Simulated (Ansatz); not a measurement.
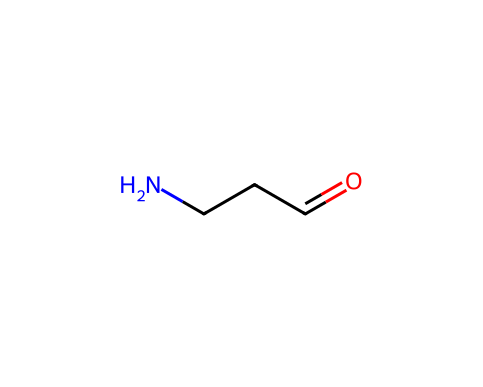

2D structure.

> Write the SMILES.

NCCC=O

> Give the formula, hydrogens included.

C3H7NO.

> An optimisation with PBE0-D4/def2-TZVP gave a structure of which point group?

C1. Other conformers may differ.

More results for the same structure follow; atom numbers are the same in all pictures, views and colours differ. The geometry was computed by an optimisation with PBE0-D4/def2-TZVP.

### Geometry

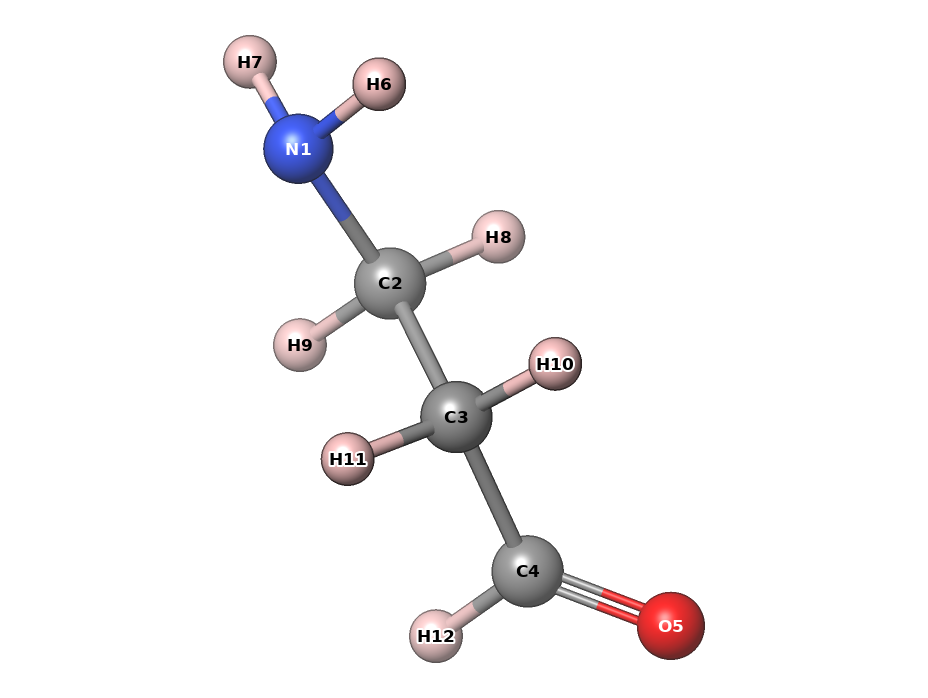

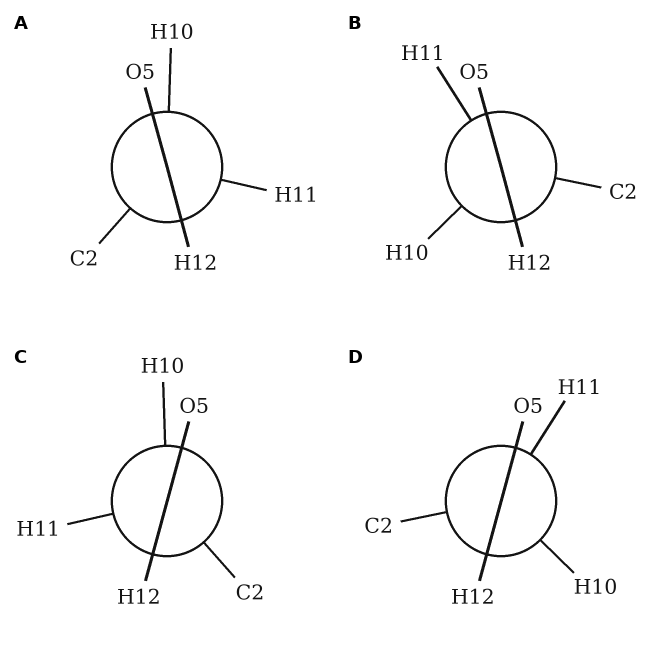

Depth is shown by fading: the farther an atom, the more it takes the colour of the background. Bonds that would overlap in a projection are set slightly apart.

> Which Newman projection shows the view along C4–C3, with C4 in front?

C. The torsion angle O5–C4–C3–C2 is 123°, anticlinal.

### Charges

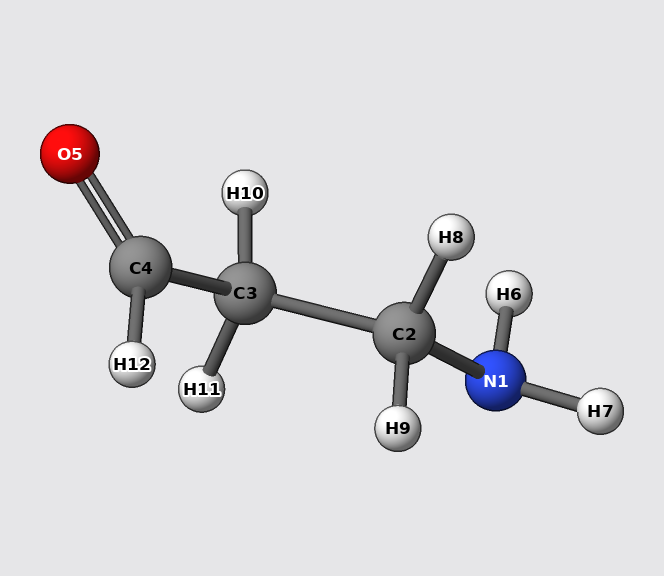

The questions are on Mulliken charges. Properties computed with RKS r2SCAN-D4/def2-TZVPP (Ansatz 0.2.0).

> Which atom carries the highest charge (most positive or least negative)?

C4, H6, H7 (0.13 e).

> And the lowest?

N1 (−0.36 e).

Give the Mulliken charges atom by atom.

```tsv
atom	value (e)
N1	−0.36
C2	0.04
C3	0.05
C4	0.13
O5	−0.29
H6	0.13
H7	0.13
H8	0.04
H9	0.03
H10	0.03
H11	0.04
H12	0.01
```

### Levels of theory compared

Program: Ansatz 0.2.0.

At this fixed geometry, give HOMO energy (eV) at these levels: B3LYP-D4/def2-TZVPP; BLYP-D4/def2-TZVPP; PBE0-D4/def2-TZVPP; SPW92 (LDA)/def2-TZVPP; ωB97M-V/def2-QZVPP; ωB97M-V/def2-TZVPP; ωB97X-V/def2-TZVPP.

| level | HOMO energy (eV) |
| --- | --- |
| B3LYP-D4/def2-TZVPP | −7.03 |
| BLYP-D4/def2-TZVPP | −5.64 |
| PBE0-D4/def2-TZVPP | −7.26 |
| SPW92 (LDA)/def2-TZVPP | −5.84 |
| ωB97M-V/def2-QZVPP | −9.73 |
| ωB97M-V/def2-TZVPP | −9.68 |
| ωB97X-V/def2-TZVPP | −9.76 |

### Vibrations

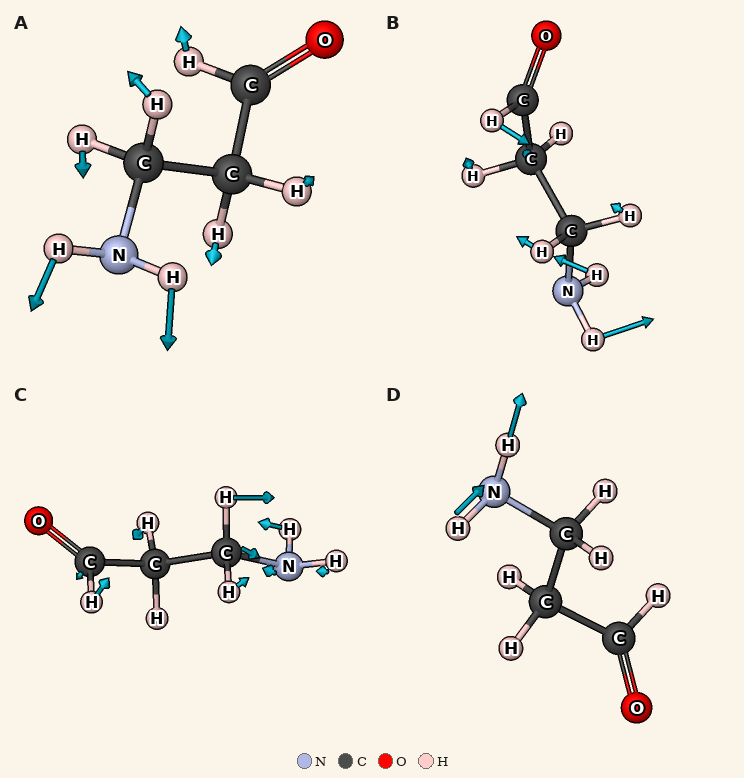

4 normal modes of one molecule or complex, as arrows. Harmonic vibrations computed with RKS PBE0-D4/def2-TZVP (Ansatz 0.2.0) at a stationary point of the same level.

> Match the panels to the wavenumbers 278 cm⁻¹, 828 cm⁻¹, 1111 cm⁻¹, 3607 cm⁻¹.

A: 828 cm⁻¹, angle bending
B: 278 cm⁻¹, a torsion or out-of-plane motion in which bond lengths and bond angles hardly change
C: 1111 cm⁻¹
D: 3607 cm⁻¹, out-of-phase stretching of 2 N–H bonds

Mulliken values depend strongly on the basis set and can even reverse the polarity of a bond.
